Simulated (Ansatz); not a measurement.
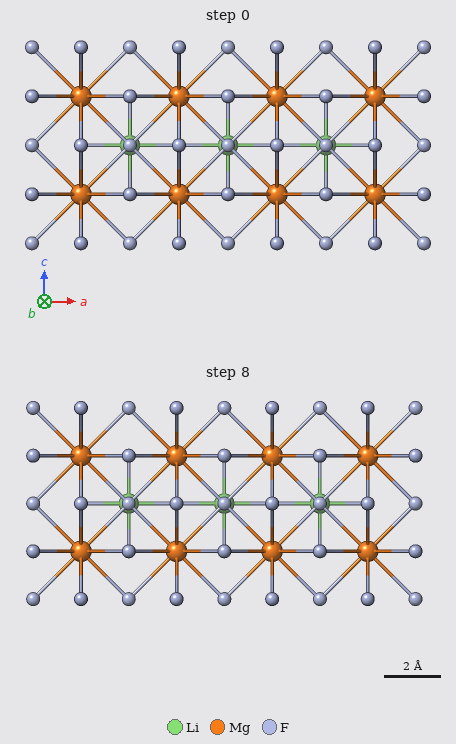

The structure of crystalline LiMgF3 (a generated structure, set up in Pm-3m) before (top) and after (bottom) a relaxation, at one scale.

The picture is a ball-and-stick view of the cell of the calculation, repeated 3 × 1 × 1 with one cell outlined, seen along the b axis.

Case: relaxed at 15 GPa.

Method: DFT PBEsol, scalar-relativistic, plane waves, PAW (Ansatz).

Input file:
```yaml
crystal:
  lattice:
    - [3.5236593847, 0.0, 0.0]
    - [0.0, 3.5236593847, 0.0]
    - [0.0, 0.0, 3.5236593847]
  atoms:
    - { symbol: Li, position: [0.5, 0.5, 0.5] }
    - { symbol: Mg, position: [0.0, 0.0, 0.0] }
    - { symbol: F, position: [0.0, 0.5, 0.5] }
    - { symbol: F, position: [0.5, 0.5, 0.0] }
    - { symbol: F, position: [0.5, 0.0, 0.5] }
basis:
  ecutwfc: 420
kpoints:
  mp_grid: { grid: [6, 6, 6] }
hamiltonian:
  xc: pbesol
scf:
  occupations: { method: fixed }
output:
  forces: true
  stress: true
  eigenvalues: true
relax:
  adjacent_minimum: "off"
  f_tol: 0.001
  max_steps: 60
  cell: { stress_tol: 0.02, p_target: 15.0 }
```

Launched with:
```bash
ansatz run input.yaml --threads 1 --pin off --max-ram 3072MiB --backend cpu --events-out ev --progress --plain --runs-dir out
```

Question: Summarise the run.

Answer: No atom moves by more than 0.005 Å relative to the cell. The volume changes by −7.3 %, with a = b = c 3.524 → 3.436 Å (−2.5 %). Among the contacts that change: Mg2–F3 2.492 → 2.430 Å, Li1–F3 1.762 → 1.718 Å. The space group stays Pm-3m (No. 221). The energy rises by 0.192 eV per cell of the calculation in 5 accepted moves (8 points after the start). With the target pressure of 15 GPa, the enthalpy E + pV changes by −0.106 eV per cell of the calculation. All forces vanish by symmetry, so only the cell relaxes. The pressure goes from 5.00 to 15.00 GPa. At 3 points the geometry stayed and the basis and grid were re-selected for the new cell (energy shift of 10.5 meV per cell of the calculation at most each time). The run took 12 s on 1 thread of Arm Neoverse V1, with other jobs on the host, peak memory 0.29 GiB.
